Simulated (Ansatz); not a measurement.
```sh
ansatz run in.yaml --threads 2 --pin off --events-out ev --progress --plain --max-ram 4352MiB
```

```yaml
crystal:
  periodic: [false, false, false]
  atoms:
    - {symbol: Si, position_ang: [-0.812561, 0.898228, -1.214856]}
    - {symbol: C, position_ang: [0.293886, 0.686009, 0.059699]}
    - {symbol: Si, position_ang: [0.530942, -0.921735, 0.919511]}
    - {symbol: H, position_ang: [-1.656721, -0.208984, -1.710760]}
    - {symbol: H, position_ang: [-1.021814, 2.181641, -1.922746]}
    - {symbol: H, position_ang: [0.885118, 1.541759, 0.376877]}
    - {symbol: H, position_ang: [1.931419, -1.416505, 0.798012]}
    - {symbol: H, position_ang: [-0.378406, -1.936561, 0.318859]}
    - {symbol: H, position_ang: [0.228138, -0.823862, 2.375403]}
basis:
  gaussian: {orbitals: def2-TZVPP}
hamiltonian: {xc: pbe, dispersion: d4}
```

Work out the structure from the coordinates.

The molecule is CH₆Si₂. SMILES: `[SiH2]=C[SiH3]`. It has no ring. Among its groups: Si–H bond. This geometry has Cs symmetry. Coordination: 1 Si trigonal planar; 1 C trigonal planar; 1 Si tetrahedral.

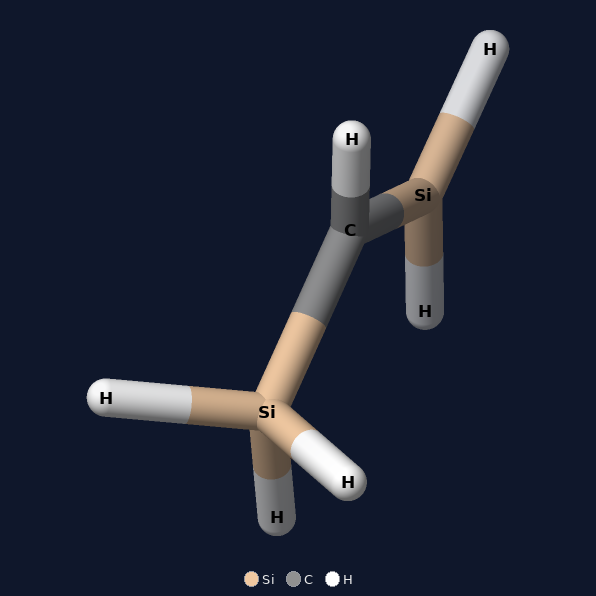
